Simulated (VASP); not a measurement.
Band structure of YGe₂ (relaxed from the MoSi2 structure, space group I4/mmm). Computed with PBEsol GGA, VASP's PBE PAW potentials (set 64) (plane waves; VASP 6.6.1).

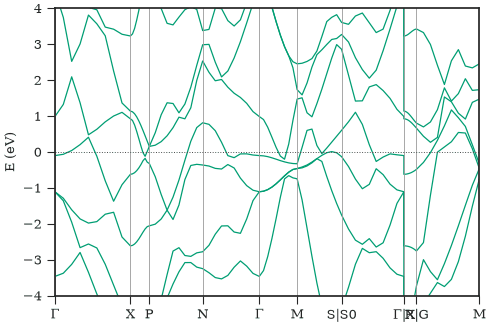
Bands along high-symmetry lines, zero at the valence-band maximum or, without a gap, the Fermi level

Problem. Read the plot: is there a gap, and where are the band edges?

Solution. It has no gap at this level: it comes out as a metal or semimetal. (Edges off the drawn lines would not show.)

The structure was generated: YGe2 was put into the MoSi2 type (I4/mmm), which need not be its known phase. It was relaxed first. The electron count is odd and the run is not spin-polarised, which forces a metal.
